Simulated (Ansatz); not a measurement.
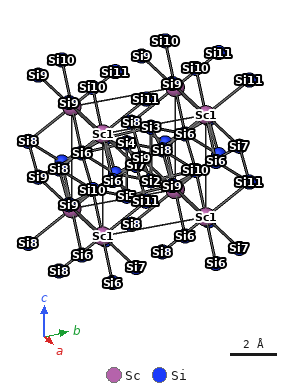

This is the input geometry for a relaxation of solid ScSi10 (a generated structure, set up in P-31m) (coarse preliminary run). The picture is a ball-and-stick view of the cell of the calculation, seen slightly off an axis.

Computed with DFT PBE, scalar-relativistic, plane waves, PAW (Ansatz 0.2.0).

Input file:
```yaml
crystal:
  lattice:
    - [6.2298013, 0.0, 0.0]
    - [-3.11490065, 5.39516619, 0.0]
    - [0.0, 0.0, 4.6220277]
  atoms:
    - { symbol: Sc, position: [0.0, 0.0, 0.0] }
    - { symbol: Si, position: [0.33333333, 0.66666667, 0.23801924] }
    - { symbol: Si, position: [0.33333333, 0.66666667, 0.76198076] }
    - { symbol: Si, position: [0.66666667, 0.33333333, 0.76198076] }
    - { symbol: Si, position: [0.66666667, 0.33333333, 0.23801924] }
    - { symbol: Si, position: [0.32490542, 0.0, 0.6316917] }
    - { symbol: Si, position: [0.0, 0.32490542, 0.6316917] }
    - { symbol: Si, position: [0.67509458, 0.67509458, 0.6316917] }
    - { symbol: Si, position: [0.0, 0.67509458, 0.3683083] }
    - { symbol: Si, position: [0.67509458, 0.0, 0.3683083] }
    - { symbol: Si, position: [0.32490542, 0.32490542, 0.3683083] }
basis:
  ecutwfc: 420
kpoints:
  mp_grid: { grid: [3, 3, 4] }
hamiltonian:
  xc: pbe
scf:
  occupations: { method: gaussian, width: 0.1 }
  lower_state_search: "off"
output:
  forces: true
  stress: true
  eigenvalues: true
relax:
  adjacent_minimum: "off"
  f_tol: 0.04
  max_steps: 70
  cell: { stress_tol: 0.4 }
```

Launched with:
```bash
ansatz run input.yaml --threads 1 --pin off --max-ram 2560MiB --backend cpu --events-out ev --progress --plain --runs-dir out
```

Q: Where does the relaxation end?

A: Over 5 accepted moves (7 points after the start) the energy falls by 5.565 eV per cell of the calculation. The largest force component goes from 1.7 to 0.012 eV/Å. The pressure goes from 42.07 to 0.01 GPa. The SCF was repeated twice at an unchanged geometry on a basis and grid sized afresh for the cell, which shifted the energy by 37.2 meV per cell of the calculation at most. The largest moves relative to the cell, 0.067 Å, are those of Si6, Si7, Si8, Si9, Si10 and Si11. Si10 goes along +a. Sc stays in place. The volume changes by +32.5 %, with a = b 6.230 → 6.892 Å (+10.6 %), c 4.622 → 5.005 Å (+8.3 %). Near-neighbour distances that change, for instance: Si6–Si10 2.498 → 2.871 Å, Si2–Si10 2.188 → 2.451 Å, Sc1–Si10 2.645 → 2.848 Å, Si2–Si3 2.422 → 2.622 Å. Bond angles that change, for instance: Si3–Si6–Si4 110.6° → 108.6°. The space group stays P-31m (No. 162).

Step by step:

```
step  E − E(0), meV/atom  largest force component, eV/Å  pressure, GPa  volume, Å³/atom                      note
   0                0.00                         1.7430          42.07           14.123                          
   1             -367.26                         0.8480          17.39           16.095                          
   2             -487.08                         0.3010           4.56           17.794                          
   3             -500.57                         0.1146           0.95           18.469                          
   4             -502.39                         0.0225           0.22           18.624                          
   5             -505.77                         0.0210           0.42           18.624  same geometry, new basis
   6             -505.93                         0.0123           0.01           18.717                          
   7             -505.94                         0.0123           0.01           18.717  same geometry, new basis
```

Final geometry:

```xyz
11
Lattice="6.8924 0.0000 0.0000 -3.4462 5.9690 0.0000 0.0000 0.0000 5.0045" Properties=species:S:1:pos:R:3 pbc="T T T"
Sc   -3.4462    5.9690    5.0045
Si    0.0000    3.9793    1.1912
Si    0.0000    3.9793    3.8133
Si    3.4462    1.9897    3.8133
Si    3.4462    1.9897    1.1912
Si   -1.2743    5.9690    3.1628
Si    5.8065    1.8809    3.1628
Si    2.3603    4.0881    3.1628
Si   -2.3603    4.0881    1.8417
Si    1.2743    5.9690    1.8417
Si    1.0860    1.8809    1.8417
```

After the run, drawn alike:

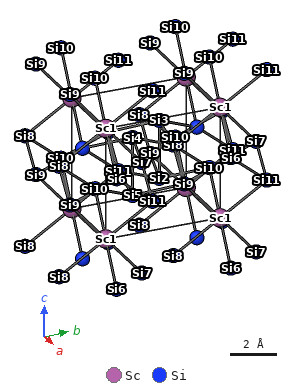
